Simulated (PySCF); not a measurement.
## C₅H₁₂NPSi₂: geometry relaxation (part 1 of 2)

The run: geometry relaxation of C₅H₁₂NPSi₂. Method and program: PBE0-D3(BJ)/def2-SVP geometry optimisation, gas phase (PySCF 2.14.0).

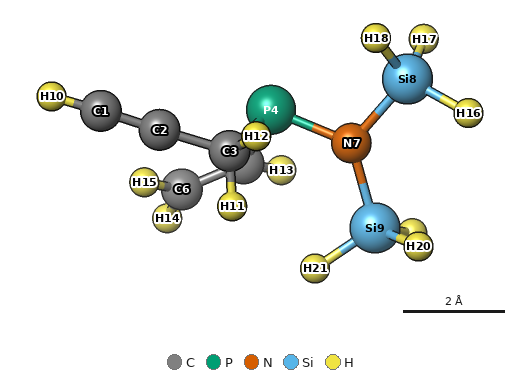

The starting structure (ball-and-stick view, seen at a tilt; atoms are numbered from 1 in the order of the input). Bond lengths as drawn: C–C 1.23 to 1.45 Å, C–H 1.02 to 1.11 Å, C–P 1.80 to 1.86 Å, H–Si 1.44 to 1.48 Å, N–P 1.74 Å and N–Si 1.74 to 1.76 Å.

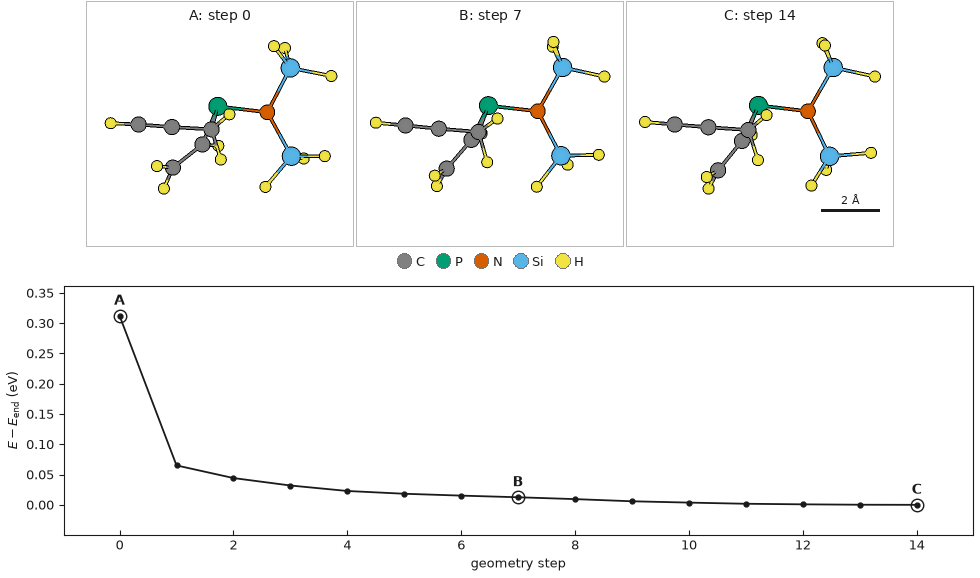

Frames of the relaxation (ball-and-stick view, seen at a tilt) above the curves, on which the letters mark them (steps are counted from 0).

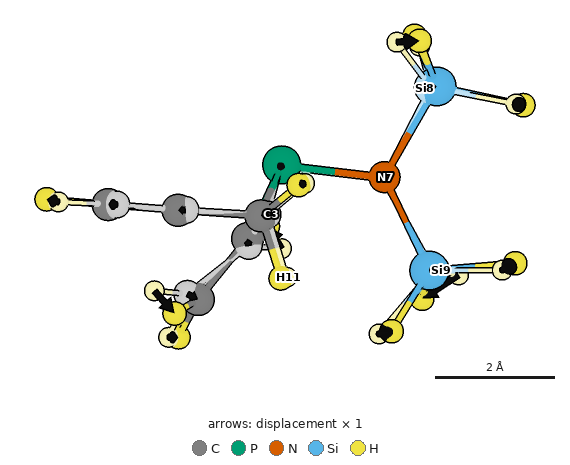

Start (faint) and end (solid) with the displacements as black arrows, at true length (ball-and-stick view, seen at a tilt). The two geometries are laid on each other by the best rigid fit. After 14 geometry steps the energy has fallen by 0.312 eV. Largest force component: 4.1 eV/Å at the start, 0.017 eV/Å at the end. H19 moves most after the best rigid fit: 0.73 Å. Largest moves by element: H 0.73 Å, C 0.21 Å, Si 0.10 Å, P 0.09 Å, N 0.07 Å. Among the contacts that change: Si9–H21 1.437 → 1.493 Å, C1–H10 1.021 → 1.074 Å, Si8–H18 1.454 → 1.495 Å, Si8–H17 1.464 → 1.494 Å. Among the angles that change: C3–P4–N7 96.5° → 101.1°, N7–Si9–H19 108.4° → 112.4°, P4–C3–H12 108.3° → 105.0°. (Atoms are counted from 1 in the order of the input.)

The input and output of the run follow.

Input file
```
{"job": {"xc": "PBE0", "basis": "def2-SVP", "d3": "d3bj", "grid": 1, "shake": 0.01, "kind": "geom"}, "charge": 0, "multiplicity": 1}
C      3.553520    -1.289960     0.840860
C      2.357650    -1.013770     0.879010
C      0.936160    -0.711890     0.913150
P      0.285140    -0.336070    -0.787300
C      0.748980     1.397260    -0.960060
C      1.898520     1.924790    -0.546690
N     -1.387720    -0.156500    -0.324560
Si    -2.348460    -1.436800    -1.016670
Si    -2.056730     1.180120     0.607890
H      4.555490    -1.485950     0.814340
H      0.748320     0.138640     1.588890
H      0.410470    -1.580880     1.295050
H      0.022970     2.009660    -1.536540
H      2.150470     2.949980    -0.735450
H      2.621180     1.326880     0.003820
H     -3.653030    -1.399900    -0.315510
H     -2.514660    -1.201300    -2.451540
H     -1.667100    -2.696070    -0.762590
H     -2.749380     2.088820    -0.315410
H     -3.004930     0.603710     1.568490
H     -0.978030     1.866190     1.263830
```

The first line tells a small driver script what to run in PySCF; the rest is the geometry in Å.

Launched with:
```bash
OMP_NUM_THREADS=1 python <driver script> task.json out
```

Output
```
step   0  E = -1171.63400057  max force = 0.079099
step   1  E = -1171.64308602  max force = 0.011106
step   2  E = -1171.64385282  max force = 0.004866
step   3  E = -1171.64430455  max force = 0.011986
step   4  E = -1171.64463727  max force = 0.002554
step   5  E = -1171.64480559  max force = 0.004338
step   6  E = -1171.64491854  max force = 0.002479
step   7  E = -1171.64501863  max force = 0.001130
step   8  E = -1171.64513090  max force = 0.002020
step   9  E = -1171.64526254  max force = 0.002476
step  10  E = -1171.64534264  max force = 0.001364
step  11  E = -1171.64541338  max force = 0.000934
step  12  E = -1171.64544766  max force = 0.001407
step  13  E = -1171.64547163  max force = 0.001003
step  14  E = -1171.64547790  max force = 0.000321
optimisation converged
```

Trajectory as extended XYZ (Å, eV, eV/Å), 15 frames, from step=0 to step=14
```
21
Properties=species:S:1:pos:R:3:forces:R:3 step=0 energy=-31881.78506
C     3.5535   -1.2900    0.8409   -4.0674   0.9554   0.0924
C     2.3577   -1.0138    0.8790    1.7038  -0.4642   0.1444
C     0.9362   -0.7119    0.9132    1.1348   0.3019  -0.0737
P     0.2851   -0.3361   -0.7873   -0.6974  -0.0491   0.2813
C     0.7490    1.3973   -0.9601   -0.2613   0.3262  -0.3987
C     1.8985    1.9248   -0.5467   -0.0515  -0.3868   0.1632
N    -1.3877   -0.1565   -0.3246    0.2266   0.1059  -0.0740
Si   -2.3485   -1.4368   -1.0167   -0.1886   0.6404   0.3647
Si   -2.0567    1.1801    0.6079   -0.1672  -1.0103  -0.8232
H     4.5555   -1.4860    0.8143    2.4320  -0.5308  -0.0822
H     0.7483    0.1386    1.5889   -0.1003   0.0208  -0.0161
H     0.4105   -1.5809    1.2951   -0.4664  -0.4214   0.0805
H     0.0230    2.0097   -1.5365    0.3139  -0.2399   0.1484
H     2.1505    2.9500   -0.7355    0.1721   0.7776  -0.1583
H     2.6212    1.3269    0.0038    0.2270  -0.0628   0.1123
H    -3.6530   -1.3999   -0.3155   -0.3034  -0.0804   0.0130
H    -2.5147   -1.2013   -2.4515   -0.1860  -0.1140  -0.6145
H    -1.6671   -2.6961   -0.7626    0.2398  -0.7763   0.0232
H    -2.7494    2.0888   -0.3154   -0.3237   0.4634  -0.1526
H    -3.0049    0.6037    1.5685   -0.3767  -0.0192   0.3847
H    -0.9780    1.8662    1.2638    0.7401   0.5637   0.5853
21
Properties=species:S:1:pos:R:3:forces:R:3 step=1 energy=-31882.03229
C     3.6319   -1.1207    0.7715    0.5711  -0.3321   0.1664
C     2.4350   -1.0117    0.9139   -0.2293   0.3278  -0.2022
C     1.0101   -0.7444    0.9625    0.0641  -0.1072   0.0410
P     0.2924   -0.3711   -0.7349   -0.1223   0.0038   0.0807
C     0.7706    1.3738   -0.9414   -0.0380  -0.0422  -0.0468
C     1.9018    1.9535   -0.5289   -0.0165   0.0796   0.0342
N    -1.4002   -0.2083   -0.3312    0.0624   0.0418   0.0224
Si   -2.4212   -1.4594   -1.0319    0.0877  -0.0171  -0.0033
Si   -2.0809    1.1320    0.5881    0.0376  -0.0635  -0.0117
H     4.6992   -1.2913    0.7199   -0.3033   0.0883  -0.0498
H     0.7997    0.0994    1.6416   -0.0425  -0.0259   0.0246
H     0.4685   -1.6317    1.3334   -0.0437   0.0656  -0.0310
H     0.0598    1.9453   -1.5541    0.0303  -0.0001  -0.0448
H     2.1233    2.9988   -0.7689   -0.0281  -0.0319  -0.0290
H     2.6471    1.4146    0.0610    0.0342  -0.0062   0.0239
H    -3.7523   -1.3918   -0.3585   -0.0103   0.0357   0.0171
H    -2.6171   -1.2819   -2.5013    0.0029   0.0100  -0.0291
H    -1.8021   -2.7958   -0.7915   -0.0207  -0.0392  -0.0031
H    -2.7700    2.1158   -0.3003   -0.0178   0.0366  -0.0304
H    -3.0843    0.6169    1.5652   -0.0211  -0.0150   0.0233
H    -0.9822    1.8337    1.3077    0.0035  -0.0089   0.0475
21
Properties=species:S:1:pos:R:3:forces:R:3 step=2 energy=-31882.05316
C     3.6321   -1.2143    0.8250   -0.1087  -0.1598   0.1557
C     2.4391   -1.0275    0.9436    0.0995   0.2502  -0.1725
C     1.0225   -0.7154    0.9870    0.0881  -0.0600  -0.0052
P     0.3031   -0.3774   -0.7149    0.0055   0.0834   0.0956
C     0.7683    1.3622   -0.9865   -0.0956  -0.0169  -0.0606
C     1.8641    2.0179   -0.5916   -0.0395  -0.0509   0.0341
N    -1.3851   -0.2113   -0.3103    0.0399  -0.0172  -0.0014
Si   -2.3971   -1.4406   -1.0593   -0.0108  -0.0161  -0.0076
Si   -2.0708    1.1012    0.6432   -0.0009  -0.0139  -0.0080
H     4.6816   -1.4412    0.7783   -0.0179   0.0481  -0.0485
H     0.8249    0.1437    1.6508    0.0057  -0.0143   0.0076
H     0.4545   -1.5782    1.3723   -0.0334   0.0118  -0.0031
H     0.0611    1.8788   -1.6503   -0.0006  -0.0259  -0.0430
H     2.0298    3.0493   -0.9172    0.0477  -0.0024   0.0340
H     2.6257    1.5650    0.0498    0.0101  -0.0234   0.0108
H    -3.7364   -1.3700   -0.4003   -0.0082   0.0114  -0.0043
H    -2.5709   -1.2180   -2.5269    0.0114  -0.0016  -0.0021
H    -1.8007   -2.7938   -0.8485   -0.0146   0.0032   0.0025
H    -2.7360    2.1262   -0.2214    0.0150   0.0024   0.0041
H    -3.0977    0.5561    1.5818    0.0031  -0.0012  -0.0039
H    -0.9829    1.7629    1.4174    0.0043  -0.0072   0.0159
21
Properties=species:S:1:pos:R:3:forces:R:3 step=3 energy=-31882.06545
C     3.6479   -1.1999    0.8550   -0.6164   0.0527   0.1003
C     2.4624   -0.9518    0.9492    0.2851  -0.0158  -0.0455
C     1.0477   -0.6365    1.0005    0.0504   0.0321  -0.0443
P     0.3018   -0.3868   -0.6998   -0.0802   0.0182  -0.0605
C     0.7393    1.3378   -1.0616    0.1218  -0.0784   0.0552
C     1.8258    1.9770   -0.6161   -0.0405   0.0834  -0.0102
N    -1.3810   -0.2284   -0.2913   -0.0628  -0.1177   0.0206
Si   -2.3990   -1.4193   -1.0925   -0.0742   0.0046   0.0031
Si   -2.0626    1.0524    0.7044   -0.0456   0.0428   0.0051
H     4.6824   -1.4566    0.8004    0.2824  -0.0250  -0.0384
H     0.8520    0.2466    1.6324    0.0387   0.0062  -0.0062
H     0.4757   -1.4770    1.4247    0.0203  -0.0567   0.0303
H     0.0800    1.8146   -1.8013    0.0575  -0.0181   0.0214
H     2.0645    2.9840   -0.9685    0.0246   0.0450   0.0165
H     2.5213    1.5228    0.0983   -0.0220   0.0257  -0.0423
H    -3.7470   -1.3253   -0.4512   -0.0015  -0.0135  -0.0307
H    -2.5423   -1.1445   -2.5562    0.0154  -0.0163   0.0210
H    -1.8483   -2.7975   -0.9163   -0.0016   0.0371   0.0106
H    -2.6879    2.1338   -0.1245    0.0393  -0.0267   0.0340
H    -3.1206    0.4804    1.5937    0.0231   0.0164  -0.0246
H    -0.9829    1.6498    1.5426   -0.0139   0.0040  -0.0152
21
Properties=species:S:1:pos:R:3:forces:R:3 step=4 energy=-31882.07450
C     3.6579   -1.2069    0.8505   -0.1313  -0.0116   0.0363
C     2.4773   -0.9501    0.9426    0.0202  -0.0014  -0.0279
C     1.0635   -0.6390    1.0028   -0.0521   0.0071  -0.0010
P     0.3030   -0.4044   -0.6926    0.0124  -0.0014  -0.0617
C     0.7477    1.3175   -1.0610    0.0157   0.0949  -0.0467
C     1.8028    2.0026   -0.6070    0.0108  -0.0856   0.1013
N    -1.3830   -0.2460   -0.2891   -0.0067  -0.0493   0.0500
Si   -2.4204   -1.4192   -1.0935   -0.0100   0.0046  -0.0108
Si   -2.0528    1.0455    0.7014   -0.0134   0.0487   0.0192
H     4.6972   -1.4587    0.7854    0.1145   0.0035  -0.0178
H     0.8753    0.2489    1.6299    0.0129   0.0073  -0.0023
H     0.4990   -1.4785    1.4412    0.0324  -0.0272   0.0288
H     0.0985    1.7713   -1.8221    0.0022   0.0011  -0.0191
H     2.0306    3.0126   -0.9605   -0.0502  -0.0010  -0.0409
H     2.4929    1.5780    0.1293    0.0112   0.0112  -0.0029
H    -3.7750   -1.2961   -0.4721    0.0105   0.0000  -0.0150
H    -2.5388   -1.1511   -2.5598    0.0092  -0.0097   0.0076
H    -1.8991   -2.8054   -0.9031    0.0020   0.0088   0.0111
H    -2.6491    2.1381   -0.1301    0.0166  -0.0040   0.0110
H    -3.1268    0.4916    1.5804    0.0041   0.0026  -0.0124
H    -0.9715    1.6250    1.5494   -0.0109   0.0013  -0.0068
21
Properties=species:S:1:pos:R:3:forces:R:3 step=5 energy=-31882.07908
C     3.6674   -1.2104    0.8274    0.2231  -0.0498  -0.0160
C     2.4886   -0.9548    0.9251   -0.1119   0.0131  -0.0097
C     1.0748   -0.6503    1.0007   -0.0763  -0.0087   0.0210
P     0.2995   -0.4176   -0.6887    0.0101   0.0043  -0.0445
C     0.7454    1.3051   -1.0571   -0.0105  -0.0271   0.0075
C     1.7775    2.0058   -0.5764   -0.0428   0.0312  -0.0316
N    -1.3860   -0.2533   -0.2801   -0.0068  -0.0057   0.0652
Si   -2.4262   -1.4223   -1.0873    0.0250   0.0060   0.0007
Si   -2.0480    1.0566    0.6946    0.0297   0.0023  -0.0038
H     4.7138   -1.4468    0.7472   -0.0687   0.0251   0.0047
H     0.8947    0.2387    1.6284   -0.0137   0.0043   0.0033
H     0.5243   -1.4936    1.4520    0.0152   0.0121  -0.0016
H     0.1131    1.7494   -1.8375    0.0042   0.0044  -0.0157
H     1.9770    3.0154   -0.9486    0.0453   0.0005   0.0337
H     2.4628    1.6089    0.1792   -0.0095  -0.0010  -0.0092
H    -3.7910   -1.2764   -0.4965   -0.0014   0.0073   0.0018
H    -2.5113   -1.1746   -2.5585    0.0053  -0.0030  -0.0077
H    -1.9234   -2.8098   -0.8668   -0.0018  -0.0166   0.0087
H    -2.6167    2.1518   -0.1493   -0.0025   0.0168  -0.0118
H    -3.1381    0.5250    1.5652   -0.0132  -0.0103  -0.0027
H    -0.9688    1.6288    1.5489    0.0011  -0.0050   0.0077
```
